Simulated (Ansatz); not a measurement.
**What Ca on a Ba site, symmetric start does to BaF2**

Start from an 18-atom supercell of BaF2 in the fluorite structure (space group Fm-3m, No. 225; a = 6.2464 Å) at its relaxed geometry.

Now apply this change: a neutral Ca on a Ba site, symmetric start, atoms relaxed at fixed cell.

Level of theory: PBE, PAW, 420 eV (Ansatz, a first-principles code; no spin-orbit coupling). k-mesh 4×4×4 (Γ-centred); smearing 0.01 eV (Fermi–Dirac).

```csv
quantity,base,changed,shift
pressure,0.0 GPa,-2.8 GPa,-2.8 GPa
gap of the supercell,6.73 eV,6.36 eV,-0.37 eV
total moment of the cell,–,0.0 μB,–
energy gained by relaxation,–,0.40 eV,–
largest displacement of a host atom from its site in the perfect cell,–,0.16 Å,–
mean distance from the defect site to its nearest host atoms,5.11 bohr,4.82 bohr,-0.29 bohr
```

Final structure:

```xyz
18
Lattice="3.1232 6.2464 3.1232 3.1232 -6.2464 3.1232 6.2464 3.1232 -3.1232" Properties=species:S:1:pos:R:3 pbc="T T T"
Ca     6.2464     0.0000     0.0000
Ba    -0.0358     0.0000     0.0358
Ba     3.1590     3.1232    -0.0358
Ba     6.2464     6.2464     0.0000
Ba     9.3719     3.1232    -0.0023
Ba     6.2442     3.1232     3.1255
F      7.7205     1.4755     1.4741
F      1.5593     1.5540     1.5684
F      4.6916     4.6772     1.5593
F      4.7731     1.4854    -1.4733
F     10.8357     4.7741     1.6522
F      4.7754    -1.4723     1.4661
F      7.7197    -1.4854     1.4733
F      7.7175     1.4723    -1.4661
F      4.7803     1.4723     1.4710
F      7.8956     4.7709     1.6491
F     10.9244     1.5693     1.5639
F      7.8103     1.5693     4.6780
```

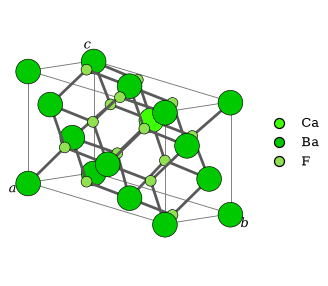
Figure: The relaxed cell after the change

The magnetic state is the one reached from the starting moments; the real material's order can differ, and small cells can't hold many antiferromagnetic ones. The cell is small, so the values are those of an ordered compound at a high defect concentration; dilute-limit values will differ. The defect started on the symmetric site and kept its symmetry, so it may sit on a saddle. Seeded moments were not kept for Ca on a Ba site. The defect cell is spin-polarised and ends with 0.0 μB.
